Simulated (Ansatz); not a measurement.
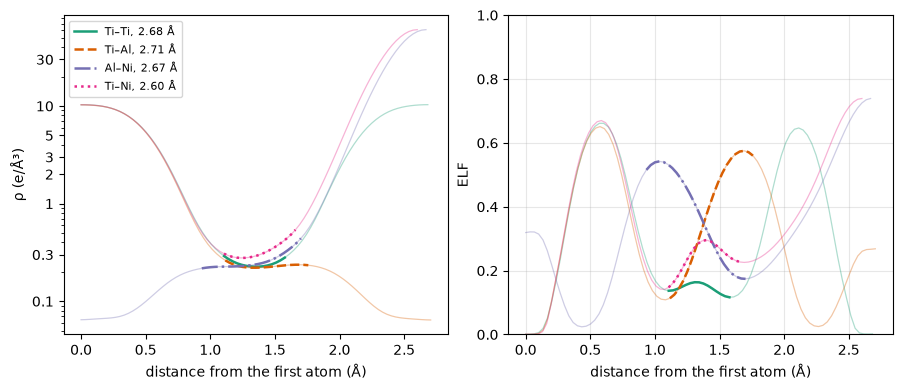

Figure 1: Ti11Al4Ni. Valence pseudo-density and electron localisation function along straight lines between neighbouring atoms. Thin, pale parts lie inside the atomic spheres.

Space group P1; a generated structure, not necessarily the stable one; computed without spin polarisation.

Computed with DFT PBE, scalar-relativistic, plane waves, PAW (Ansatz).

In a PAW calculation such maps are meaningful between the atoms, not at the nuclei.

The calculation's input:

```
crystal:
  lattice:
    - [6.456297, 0.012402, -0.01302]
    - [0.012402, 6.352849, -0.039726]
    - [-0.01302, -0.039726, 6.365896]
  atoms:
    - { symbol: Al, position: [0.2571048734, 0.243379682, 0.2224476783] }
    - { symbol: Al, position: [0.7415397285, 0.2224314991, 0.2444727137] }
    - { symbol: Al, position: [0.2410126076, 0.2518488777, 0.7731348018] }
    - { symbol: Al, position: [0.7566446919, 0.7717674289, 0.2533316196] }
    - { symbol: Ti, position: [0.4996801349, 0.981742479, 0.9823150517] }
    - { symbol: Ti, position: [0.9766897551, 0.4933987514, 0.0181167701] }
    - { symbol: Ti, position: [0.0218057255, 0.0170312005, 0.4936743125] }
    - { symbol: Ti, position: [0.5104249357, 0.5105248425, 0.9940540477] }
    - { symbol: Ti, position: [0.4878824528, 0.9941521089, 0.5114610162] }
    - { symbol: Ti, position: [1.62911e-05, 0.4921681006, 0.4928809159] }
    - { symbol: Ti, position: [0.2329550243, 0.7531402594, 0.2334861776] }
    - { symbol: Ti, position: [0.4987064004, 0.5070824585, 0.5082219868] }
    - { symbol: Ti, position: [0.7659837543, 0.233466499, 0.7535608798] }
    - { symbol: Ti, position: [0.2231654045, 0.7536863044, 0.762053703] }
    - { symbol: Ti, position: [0.7750242803, 0.7607255828, 0.7536295397] }
    - { symbol: Ni, position: [0.9991668253, 0.9993161481, 0.0003273798] }
basis:
  ecutwfc: 420
kpoints:
  mp_grid: { grid: [4, 4, 5] }
hamiltonian:
  xc: pbe
scf:
  occupations: { method: gaussian, width: 0.1 }
  n_extra_bands: 8
output:
  forces: true
  stress: true
  eigenvalues: true
  populations: true
  dos:
    method: { smearing: { sigma: 0.1, scheme: gaussian } }
    projected: true
    de: 0.02
  write_density: true
  write_potential: true
  elf: true
  volumetric_format: npy
```

Run with:

```sh
ansatz run input.yaml --threads 4 --pin off --max-ram 9216MiB --backend cpu --events-out ev --progress --plain --runs-dir out
```

Below, planes, directions and counts refer to the standardised cell (a = 9.05 Å, b = 8.94 Å, c = 6.46 Å, α = 89.99°, β = 90.32°, γ = 90.12°).

Q: What can be read from the curves?

A: Ti–Ti (2.68 Å): ρ is about 0.23 e/Å³ halfway; the ELF is about 0.15 at the midpoint; no localised pair shows between them.
Ti–Al (2.71 Å): the density is about 0.22 e/Å³ at the midpoint; the ELF is about 0.30 at the midpoint.
Al–Ni (2.67 Å): the density is about 0.24 e/Å³ at the midpoint; the ELF is about 0.40 at the midpoint.
Ti–Ni (2.60 Å): ρ is about 0.28 e/Å³ halfway; the ELF is about 0.25 at the midpoint: no shared electron pair shows on this line.
